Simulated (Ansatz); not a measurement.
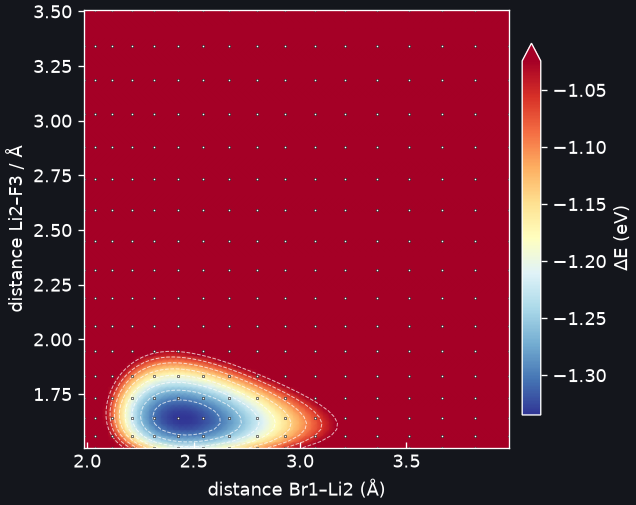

The system Br⁻ + LiF. The first coordinate is: distance Br1–Li2; the second: distance Li2–F3. Nothing is relaxed (the angle Br1–Li2–F3 is fixed at 120 degrees). The grid has 17 × 17 points. All energies are given in eV relative to Br with charge -1 far from the relaxed LiF (each part in its own basis). These are results of RHF/def2-TZVPD (Ansatz 0.2.0), not measurements.

Drawn: a smooth colour map with a few white contour lines, dots at the grid points, one colour for all values above the top of the scale. Between grid points the surface is interpolated.

> Where is the minimum, and how stiff is the well along each coordinate?

The interpolated minimum is at distance Br1–Li2 ≈ 2.450 Å, distance Li2–F3 ≈ 1.637 Å. The curvatures there are about 2.9 eV/Å² and 11 eV/Å², with a cross term of about 0.59 eV/Å². Round the minimum the two coordinates are weakly coupled (coupling 0.10 in units of the two stiffnesses).
